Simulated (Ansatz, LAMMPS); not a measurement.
# Molecular dynamics of liquid aqueous KCl at 333 K (171 atoms), part 2 of 2

Wanted: a short trajectory of liquid aqueous KCl at 333 K (171 atoms) with its pair distributions.

Ansatz 0.2.0; Kohn-Sham DFT, PBE, PAW (set soft_2), plane waves.

The cell: 53 O, 106 H, 6 K and 6 Cl. The network of contacts between molecules at the start is that of the classical potential that made the cell. The functional has no dispersion term. The density was typed from a rule of thumb and may lie off the real one at this temperature. Sampling is at Γ alone, for a cell whose shortest periodic width is 12 Å.

So far, density (g/cm³): step 4 (local order late in the run) 1.20.

**5. Single point at the last frame**

The last frame is solved again with fuller output, to read the electronic structure of a thermally displaced geometry.

Input file input.yaml:

```yaml
crystal:
  lattice:
    - [12.48006, 0.0, 0.0]
    - [0.0, 12.48006, 0.0]
    - [0.0, 0.0, 12.48006]
  atoms:
    - { symbol: O, position: [0.20304, 0.28228, 0.71579] }
    - { symbol: H, position: [0.18202, 0.23594, 0.77852] }
    - { symbol: H, position: [0.13639, 0.29452, 0.67253] }
    - { symbol: O, position: [0.69117, 0.17106, 0.94391] }
    [... 161 atom lines left out ...]
    - { symbol: Cl, position: [0.58459, 0.98456, 0.73177] }
    - { symbol: Cl, position: [0.04256, 0.7735, 0.1878] }
    - { symbol: Cl, position: [0.29059, 0.39627, 0.13516] }
    - { symbol: Cl, position: [0.02101, 0.3704, 0.53312] }
    - { symbol: Cl, position: [0.37464, 0.97692, 0.0878] }
    - { symbol: Cl, position: [0.80386, 0.79182, 0.43773] }
kpoints:
  mp_grid: { grid: [1, 1, 1] }
hamiltonian:
  xc: pbe
scf:
  occupations: { method: fixed }
output:
  forces: true
  stress: true
  populations: intrinsic
  dos:
    method: { smearing: { sigma: 0.08 } }
    de: 0.1
    projected: { site_lists: { Cl: [Cl], H: [H], K: [K], O: [O] } }
  eigenvalues: true
  write_density: true
  write_potential: true
  volumetric_format: npy
```

The run is started by

```bash
> ansatz run input.yaml --threads 4 --pin off --max-ram 8192MiB --backend cpu --events-out ev --progress --plain --runs-dir out
```

Elapsed: 32 s, on 4 threads of Arm Neoverse V2, shared host; peak memory 2.6 GiB; 2 min of CPU time.

The program notes that the exchange-correlation potential is rough where the density is thin.

The run gave:

```
free energy                                      : -47502.8985 eV
free energy per atom                             : -277.7947 eV/atom
SCF cycles                                       : 9
pressure                                         : -0.1721 GPa
r.m.s. force component                           : 0.6315 eV/Å
longest force                                    : 2.528 eV/Å
Fermi energy                                     : -1.442 eV
gap (highest filled to lowest empty level) : 4.066 eV
```

Length of the force by element:

```csv
element,coordination,atoms,mean length of the force (eV/Å),spread,least,most
Cl,all,6,0.365,0.115,0.147,0.513
H,all,106,0.895,0.444,0.0816,2.17
K,all,6,0.316,0.0924,0.147,0.424
O,all,53,1.23,0.565,0.247,2.53
```

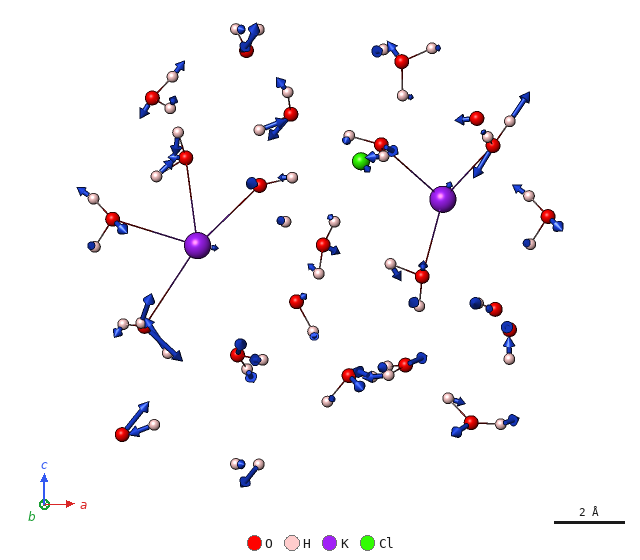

Forces as arrows; the longest in the cell is 2.53 eV/Å. Drawn is a slice 4 Å thick, seen along the normal of the ac plane. Bonds to atoms that aren't drawn are left out.

Intrinsic-atomic-orbital charges by element:

| element | coordination | atoms | mean charge (e) | spread | least | most |
| --- | --- | --- | --- | --- | --- | --- |
| Cl | all | 6 | -0.628 | 0.0445 | -0.695 | -0.567 |
| H | all | 106 | 0.379 | 0.014 | 0.343 | 0.415 |
| K | all | 6 | 0.835 | 0.0068 | 0.826 | 0.846 |
| O | all | 53 | -0.780 | 0.0298 | -0.852 | -0.723 |

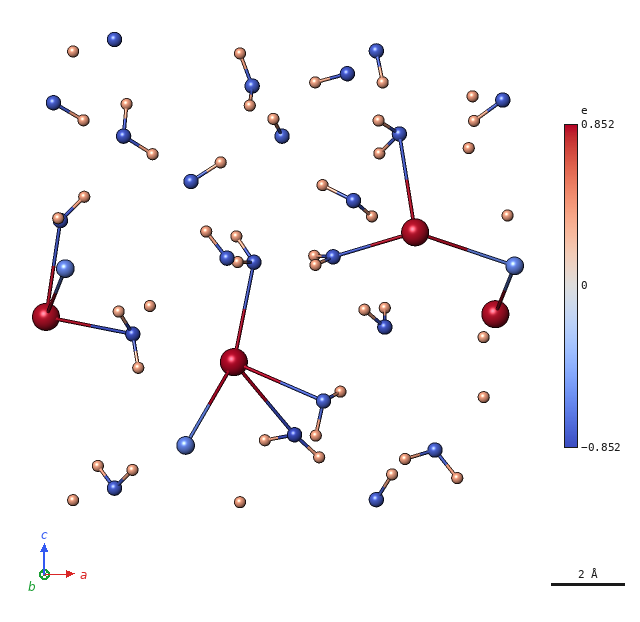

Atoms coloured by intrinsic-atomic-orbital charge. Drawn is a slice 4 Å thick, seen along the normal of the ac plane. Bonds to atoms that aren't drawn are left out.

Density of states as counts of states in windows of 1 eV (from the Fermi level), total and the larger projections:

```csv
from (eV),to (eV),total,O p,H s,Cl p
-10,-9,0.0,0.0,0.0,0.0
-9,-8,2.0,1.4,0.6,0.0
-8,-7,44.3,30.5,12.8,0.1
-7,-6,55.1,38.0,15.8,0.3
-6,-5,4.6,3.1,1.3,0.0
-5,-4,18.2,14.1,1.8,0.1
-4,-3,51.2,41.0,3.6,0.6
-3,-2,35.9,30.3,1.6,0.6
-2,-1,74.0,67.5,0.5,4.5
-1,0,67.7,38.8,0.5,27.6
0,1,0.9,0.8,0.0,0.1
1,3,0.0,0.0,0.0,0.0
3,4,0.3,0.0,0.1,0.0
4,5,1.7,0.0,0.7,0.0
```

The curve was stored every 0.10 eV, coarse against its broadening of 0.08 eV, so these counts are rough.

With fixed occupations the program's Fermi level is the highest filled level; weight inside the gap is the broadening of levels at its edges.

Between -26 and -10 eV lie 154 more states.

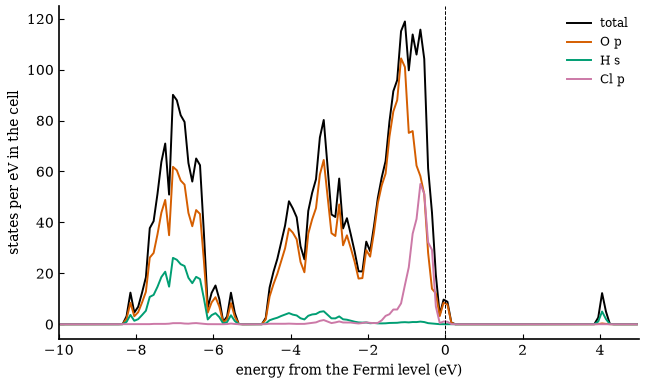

Total and projected density of states, with the broadening of the input.

The levels nearest the highest filled one (over half full), pooled over k-points and spins:

| level less the highest filled one (eV) | occupation |
| --- | --- |
| -0.453 | 2 |
| -0.396 | 2 |
| -0.363 | 2 |
| -0.344 | 2 |
| -0.258 | 2 |
| 0 | 2 |
| 4.07 | 0 |
| 5.29 | 0 |
| 5.33 | 0 |
| 5.37 | 0 |
| 5.48 | 0 |
| 5.52 | 0 |

Mean intrinsic-atomic-orbital charges: Cl -0.63, H +0.38, K +0.84, O -0.78 e. The largest share in the top eV of filled states is O p (58 % of the projected weight), and in the lowest eV of empty states H s (43 % of the projected weight).

**6. What came out**

```
mean temperature, second half                                : 375.1 K
temperature swing, second half                               : 9.581 K
slope of the conserved energy against time, by least squares : 0.0268 meV/atom/ps
free energy per atom                                         : -277.7947 eV/atom
pressure                                                     : -0.1721 GPa
r.m.s. force component                                       : 0.6315 eV/Å
gap (highest filled to lowest empty level)             : 4.066 eV
wall time of the 3 DFT runs                                  : 35 min
```

**Reading.** Over the second half of 104 fs the temperature averages 375 K with swings of 10 K r.m.s. The conserved energy stays within 0.14 meV/atom. The run spans 0.10 ps, too short for its means to be equilibrium values. The 53 water molecules hold 2.6 hydrogen bonds each to other water on average, with a mean O–O distance of 2.89 Å. The highest filled and lowest empty levels differ by 4.07 eV (at Γ alone); a semilocal functional tends to put such gaps too low. In a disordered cell it changes from sample to sample and from frame to frame.

**Limits.** The pressure of a single frame lacks the kinetic term, about 0.46 GPa here.

[Logs are printed without paths, hosts, clocks, repeated set-up lines and the standing remarks that a program may print on its own settings, such as how far it seeks lower states.]

[Hosts, paths, dates, database ids (printed as entryN), source tags and the programs' standing remarks are cut or masked in the printed files.]
